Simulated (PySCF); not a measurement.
# GeHF₃: geometry, electronic excitations

What electronic excitations should GeHF₃ (`[F][GeH]([F])[F]`) show?

Computed with PySCF 2.14.0, with density-fitted response routines of our own, on a single molecule in the gas phase. Atoms count from 0, in the outputs and in this text.

**1. Starting geometry**

5 atoms, charge 0, multiplicity 1; geometry from: GFN2-xTB. The atoms were then displaced at random by about 0.01 Å, so the start is not that level's minimum.

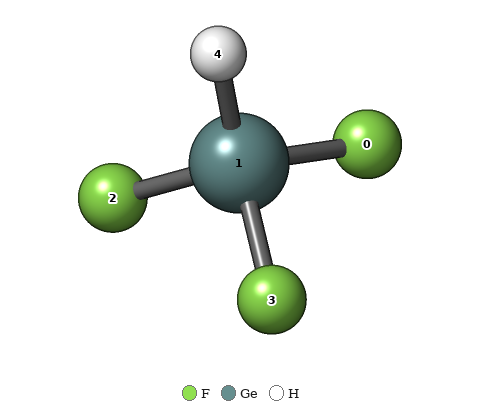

As it starts; fluorine green, germanium teal, hydrogen white, atoms numbered.

**2. Relaxing the molecule at PBE0-D3(BJ)/def2-SVP**

What the job is given:

```
{"job": {"xc": "PBE0", "basis": "def2-SVP", "d3": "d3bj", "grid": 1, "shake": 0.01, "kind": "geom"}, "charge": 0, "multiplicity": 1}
F      1.577340     0.211590    -0.512000
Ge    -0.005830    -0.023710     0.111740
F     -0.911890     1.340640    -0.381080
F     -0.598510    -1.294650    -0.814420
H     -0.027540    -0.267840     1.557880
```

Started as:

```bash
$ OMP_NUM_THREADS=1 python probes_run.py task.json out
```

One launch serves the whole session: the jobs run in the order shown.

Log:

```text
step   0  E = -2376.19156607  max force = 0.020131
step   1  E = -2376.19155048  max force = 0.022231
step   2  E = -2376.19348726  max force = 0.004873
step   3  E = -2376.19358810  max force = 0.000643
step   4  E = -2376.19359375  max force = 0.000184
optimisation converged
```

Wall time 11 s (1 thread of Arm Neoverse V1, shared host); peak memory 0.33 GiB.

Step by step:

```csv
step,energy from step 0 (eV),largest force component (eV/Å)
0,0.0000,1.0352
1,0.0004,1.1432
2,-0.0523,0.2506
3,-0.0550,0.0331
4,-0.0552,0.0095
```

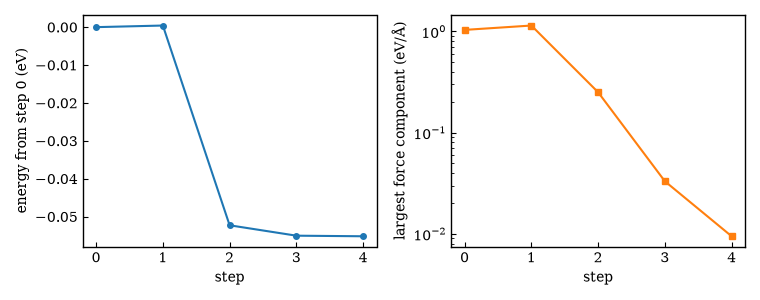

Energy and largest force along the relaxation.

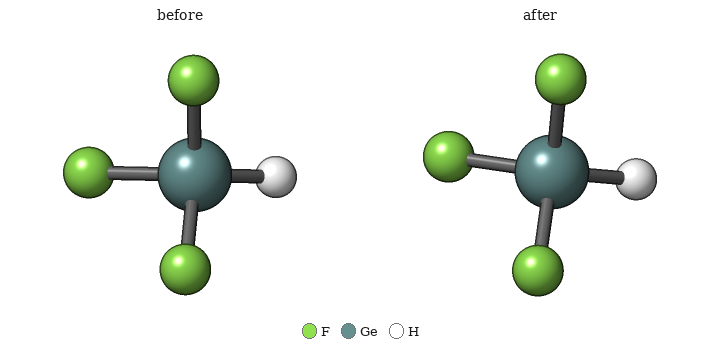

Before and after, at one scale.

Close pairs (by a distance rule), those that changed most:

```csv
bond,before (Å),after (Å),change (Å)
Ge1–H4,1.467,1.517,+0.050
Ge1–F3,1.681,1.712,+0.032
F0–Ge1,1.718,1.713,-0.005
Ge1–F2,1.710,1.713,+0.003
```

The final coordinates are the input of the step that follows.

```csv
at the end point,value
point group (found at 0.08 Å tolerance),C3v
"rotational constants (GHz, main isotopes)","5.720, 5.712, 3.535"
dipole moment (D),2.46
```

**3. Excited states and response: PBE0/aug-cc-pVTZ**

What the job is given:

```
{"job": {"kind": "uv", "xc": "PBE0", "basis": "aug-cc-pVTZ"}, "charge": 0, "multiplicity": 1}
F      1.617165     0.398774    -0.521286
Ge     0.046809    -0.011726     0.026225
F     -0.967598     1.308540    -0.376874
F     -0.472886    -1.330291    -0.934860
H      0.019072    -0.335411     1.508058
```

Method: TDDFT PBE0/aug-cc-pVTZ, vertical, gas phase, core orbitals frozen in the response.

Log:

```text
coarse grid: 25792 points
cycle   1  E = -2376.6912327952  dE = -2.988e-01  |g| = 1.076e+00  |ddm| = 4.424e+00
cycle   2  E = -2376.3788743139  dE =  3.124e-01  |g| = 1.841e+00  |ddm| = 2.594e+00
cycle   3  E = -2376.8640846239  dE = -4.852e-01  |g| = 8.749e-02  |ddm| = 1.640e+00
cycle   4  E = -2376.8648043929  dE = -7.198e-04  |g| = 3.319e-02  |ddm| = 1.537e-01
cycle   5  E = -2376.8649225721  dE = -1.182e-04  |g| = 1.748e-03  |ddm| = 4.045e-02
cycle   6  E = -2376.8649230046  dE = -4.326e-07  |g| = 5.062e-04  |ddm| = 2.267e-03
final grid: 53224 points
cycle   7  E = -2376.8649723465  dE = -4.238e-07  |g| = 6.083e-04  |ddm| = 2.678e-03
cycle   8  E = -2376.8649722656  dE =  8.089e-08  |g| = 9.635e-04  |ddm| = 1.506e-03
cycle   9  E = -2376.8649723971  dE = -1.315e-07  |g| = 6.056e-05  |ddm| = 9.267e-04
cycle  10  E = -2376.8649723976  dE = -4.311e-10  |g| = 9.878e-06  |ddm| = 9.233e-05
converged SCF energy = -2376.8649723976

Static polarisability (au): isotropic 28.460, principal 28.270 28.286 28.825

Singlet excitations
state   eV       nm        f      main configurations
  1   9.3933    132.0   0.00000   H-1->L 0.94
  2   9.4331    131.4   0.26005   H->L 0.94
  3   9.5600    129.7   0.00008   H-2->L 0.39, H-3->L 0.24, H->L+1 0.23
  4   9.5634    129.6   0.00014   H-3->L 0.39, H-2->L 0.24, H->L+2 0.23
  5   9.9687    124.4   0.00168   H-4->L 0.49, H->L+1 0.25
  6   9.9701    124.4   0.00065   H-5->L 0.51, H->L+2 0.23
  7  10.0656    123.2   0.16096   H->L+1 0.23, H-2->L 0.20, H->L+2 0.18
  8  10.0705    123.1   0.16100   H->L+2 0.23, H-3->L 0.20, H-5->L 0.18
  9  10.4511    118.6   0.00633   H->L+3 0.79
 10  10.4901    118.2   0.00979   H-1->L+1 0.72, H-1->L+2 0.10

Triplet excitations (Tamm-Dancoff, eV): 8.0459 8.9584 9.0279 9.0319
```

Wall time 25 s (1 thread of Arm Neoverse V1, shared host); peak memory 0.78 GiB.

The orbitals next to the gap, with their largest atomic shares:

```csv
orbital,eV,atoms
HOMO−3,-12.21,"F0 50 %, F2 22 %, F3 21 %"
HOMO−2,-12.21,"F3 41 %, F2 40 %, F0 12 %"
HOMO−1,-12.01,"F3 31 %, F2 31 %, F0 31 %"
HOMO,-11.42,"H4 27 %, Ge1 20 %, F3 18 %"
LUMO,-0.83,"Ge1 51 %, H4 20 %, F2 10 %"
LUMO+1,-0.18,"Ge1 64 %, H4 16 %, F2 7 %"
LUMO+2,-0.18,"Ge1 64 %, H4 16 %, F0 7 %"
```

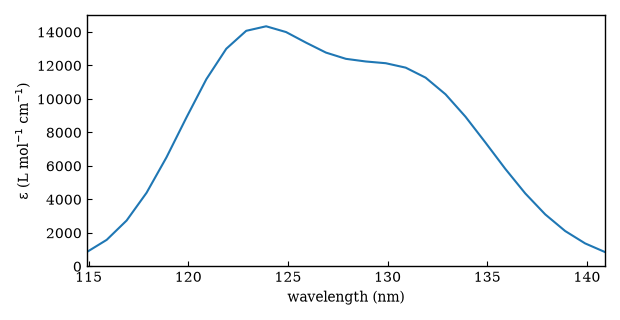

Absorption spectrum: each of the 10 states is a Gaussian band of 0.4 eV half-width at 1/e. Beyond the last state computed it falls off for lack of states.

Ground-state properties from the same run:

```csv
property,computed
dipole moment (D),2.51
polarisability (Å³),4.22
HOMO–LUMO gap (eV),10.59
−ε(HOMO) (eV),11.42
```

**4. Ultraviolet spectrum: PBE0/def2-TZVPD**

What the job is given:

```
{"job": {"kind": "uv", "xc": "PBE0", "basis": "def2-TZVPD"}, "charge": 0, "multiplicity": 1}
F      1.617165     0.398774    -0.521286
Ge     0.046809    -0.011726     0.026225
F     -0.967598     1.308540    -0.376874
F     -0.472886    -1.330291    -0.934860
H      0.019072    -0.335411     1.508058
```

With the program's defaults for keys left out, this is: TDDFT PBE0/def2-TZVPD, vertical, gas phase, core orbitals frozen in the response.

Log:

```text
coarse grid: 25792 points
cycle   1  E = -2376.6546298175  dE = -2.928e-01  |g| = 1.180e+00  |ddm| = 1.775e+00
cycle   2  E = -2376.3115404334  dE =  3.431e-01  |g| = 1.996e+00  |ddm| = 1.618e+00
cycle   3  E = -2376.8403494523  dE = -5.288e-01  |g| = 1.086e-01  |ddm| = 1.020e+00
cycle   4  E = -2376.8413197642  dE = -9.703e-04  |g| = 4.500e-02  |ddm| = 7.276e-02
cycle   5  E = -2376.8415227922  dE = -2.030e-04  |g| = 2.507e-03  |ddm| = 2.158e-02
cycle   6  E = -2376.8415236964  dE = -9.042e-07  |g| = 5.083e-04  |ddm| = 1.545e-03
final grid: 53224 points
cycle   7  E = -2376.8415252213  dE = -3.786e-07  |g| = 5.139e-04  |ddm| = 1.216e-03
cycle   8  E = -2376.8415251767  dE =  4.462e-08  |g| = 7.666e-04  |ddm| = 6.617e-04
cycle   9  E = -2376.8415252610  dE = -8.429e-08  |g| = 7.216e-05  |ddm| = 3.689e-04
cycle  10  E = -2376.8415252617  dE = -7.385e-10  |g| = 1.365e-05  |ddm| = 5.001e-05
converged SCF energy = -2376.8415252617

Static polarisability (au): isotropic 28.534, principal 28.333 28.348 28.920

Singlet excitations
state   eV       nm        f      main configurations
  1   9.4009    131.9   0.00000   H-1->L 0.95
  2   9.4728    130.9   0.25304   H->L 0.93
  3   9.5842    129.4   0.00072   H-2->L 0.40, H-3->L 0.30, H->L+1 0.19
  4   9.5877    129.3   0.00083   H-3->L 0.40, H-2->L 0.29, H->L+2 0.19
  5   9.9981    124.0   0.00626   H-4->L 0.49, H-5->L 0.27
  6  10.0004    124.0   0.00436   H-5->L 0.48, H-4->L 0.25
  7  10.1370    122.3   0.15950   H->L+1 0.50, H-2->L 0.22, H->L+2 0.09
  8  10.1402    122.3   0.16066   H->L+2 0.50, H-3->L 0.22, H->L+1 0.09
  9  10.5723    117.3   0.01097   H-1->L+1 0.73, H-1->L+2 0.09
 10  10.5752    117.2   0.01101   H-1->L+2 0.73, H-1->L+1 0.09

Triplet excitations (Tamm-Dancoff, eV): 8.0503 8.9574 9.0518 9.0559
```

Wall time 21 s (1 thread of Arm Neoverse V1, shared host); peak memory 0.72 GiB.

Key values: HOMO -11.42 eV, LUMO -0.79 eV; lowest singlet 9.40 eV.

**5. Run by run: electronic excitations**

Excitations and ground-state properties, with basis size and wall time:

```csv
run,lowest singlet (eV),brightest (eV),f,gap (eV),α (Å³),μ (D),functions,time
PBE0/aug-cc-pVTZ,9.39,9.43,0.260,10.59,4.22,2.51,220,25 s
PBE0/def2-TZVPD,9.40,9.47,0.253,10.63,4.23,2.51,183,21 s
```

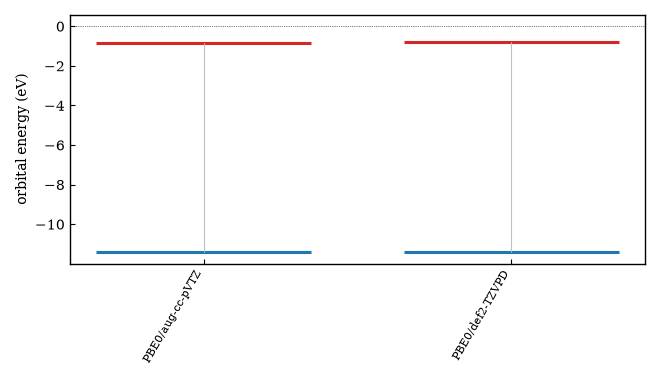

HOMO (blue) and LUMO (red) run by run.

**6. Outcome**

```
                                quantity                        value
                             point group                          C3v
    rotational constants (main isotopes)         5.72, 5.71, 3.53 GHz
       lowest singlet (PBE0/aug-cc-pVTZ)  9.39 eV (132 nm), f = 0.000
brightest single state of those computed  state 2, 9.43 eV, f = 0.260
                          lowest triplet                      8.05 eV
             range of the lowest singlet              9.39 to 9.40 eV
```

The start of the PBE0/def2-SVP relaxation was shaken at random by about 0.01 Å, so part of the energy gained, and of the first lengths quoted, undoes that. Over 4 steps the energy fell by 0.055 eV; of the close pairs, Ge1–H4 changed most, 1.467 to 1.517 Å. No frequency check was run at this level, so the end point may be a saddle. The first singlet state (HOMO−1→LUMO 0.94) lies at 9.39 eV and is dark; of the 10 states computed, the strongest absorption comes from states 7 to 8 together at 10.07 eV. The lowest triplet lies 1.35 eV below the lowest singlet (triplets in Tamm-Dancoff, singlets in full TDDFT).
